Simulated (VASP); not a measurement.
```xyz
2
Lattice="2.8092 0.0000 0.0000 0.0000 2.8092 0.0000 0.0000 0.0000 2.8092" Properties=species:S:1:pos:R:3 pbc="T T T"
Zr     0.0000     0.0000     0.0000
N      1.4046     1.4046     1.4046
```

These are PBEsol GGA, VASP's PBE PAW potentials (set 64) (plane waves; VASP 6.6.1) values and carry that method's errors. Numerical set-up: 520 eV cut-off, 14×14×14 Γ-centred mesh, tetrahedra with Blöchl corrections, potentials Zr_sv N.

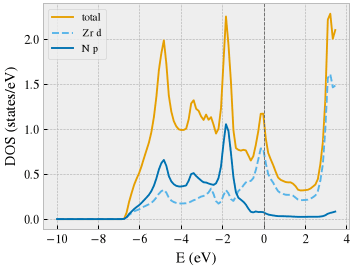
Figure: Total and projected density of states, zero at the Fermi level

Within 2 eV below the Fermi level the largest weight inside VASP's projection spheres is Zr d, then N p.

It has no gap at this level: it comes out as a metal or semimetal.

The structure was generated: ZrN was put into the CsCl type (Pm-3m), which need not be its known phase. It was relaxed first, which changed the volume by -25 %. The electron count is odd and the run is not spin-polarised, which forces a metal.
